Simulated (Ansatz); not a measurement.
Pressure series in Ti

Start from Ti in the hcp (Mg type) structure (space group P6_3/mmc, No. 194).

```xyz
2
Lattice="2.8644 0.0000 0.0000 -1.4322 2.4806 0.0000 0.0000 0.0000 4.5338" Properties=species:S:1:pos:R:3 pbc="T T T"
Ti     1.4322     0.8269     3.4003
Ti     0.0000     1.6538     1.1334
```

Cell and atoms are relaxed at each pressure.

The values are results of LDA, PAW, 420 eV (Ansatz, an electronic-structure program; no SOC), not measurements.

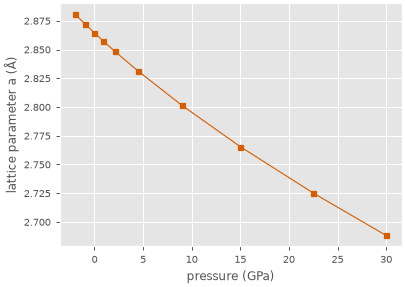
Lattice parameter a against pressure

Task: From the plot, what is the lattice parameter a for pressure −2 GPa?

Result: About 2.88 Å.

Task: Is the trend monotonic over the range shown?

Result: Yes, it falls throughout, spanning 2.688 Å to 2.881 Å.

Load acts through the strain it causes; cell and atoms are relaxed under it. Whether these cells are dynamically stable was not tested. No other phases were tried under pressure. The final runs are not spin-polarised.
